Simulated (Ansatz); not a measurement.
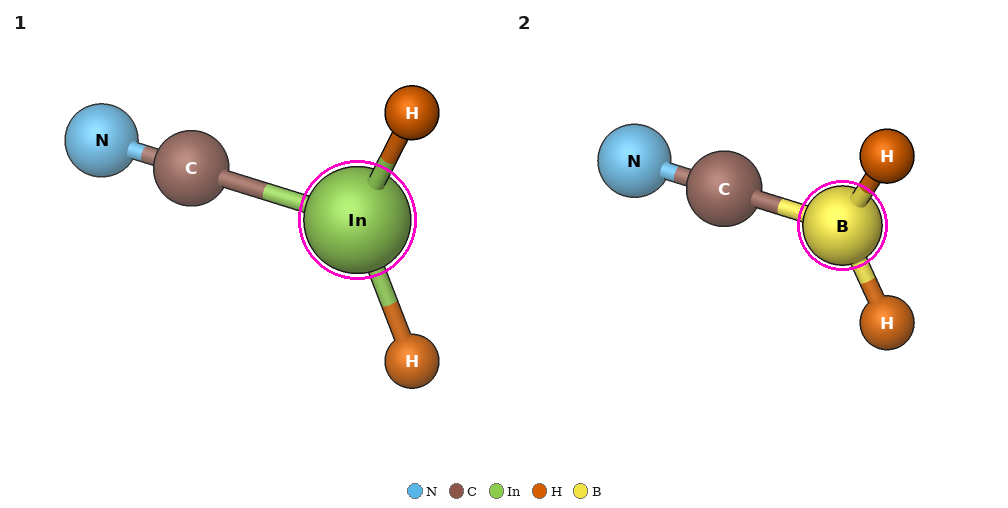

2 molecules with one skeleton, seen from the same side and at one scale; the atom that differs is circled. Each species is neutral and a spin singlet. Computed geometries: PBE0-D4/def2-TZVP optimisations, one conformation each. Properties computed with Ansatz 0.2.0. Elements past Kr carry core potentials.

One atom differs, called X below: In in panel 1, B in panel 2. Their formulas are CH2InN (`N#[C][InH2]`), CH2BN (`BC#N`).

In which is the vertical ionisation energy higher (PBE-D4/def2-TZVPP)?

Answer. In panel 2 (X = B).

In which is the harmonic zero-point energy higher (PBE0-D4/def2-TZVP)?

Answer. In panel 2 (X = B).

Give the values. With PBE0-D4/def2-TZVP: length of X–C (Å), mean length of X–H (Å), angle H–X–H (°), dipole moment (D), harmonic zero-point energy (kJ/mol). With ωB97M-V/def2-SVP: HOMO energy (Kohn–Sham orbital) (eV), HOMO–LUMO gap (eV). With PBE-D4/def2-TZVPP: vertical ionisation energy (eV).

```
                            quantity  1 (In)   2 (B)   2 − 1
                   length of X–C (Å)   2.136   1.522  −0.614
              mean length of X–H (Å)   1.704   1.189  −0.515
                     angle H–X–H (°)   131.3   122.2    −9.1
HOMO energy (Kohn–Sham orbital) (eV)  −11.09  −11.93   −0.84
                  HOMO–LUMO gap (eV)   10.19   10.83   +0.64
                   dipole moment (D)    4.42    2.73   −1.69
 harmonic zero-point energy (kJ/mol)    50.4    73.5   +23.1
     vertical ionisation energy (eV)   10.80   12.09   +1.29
```
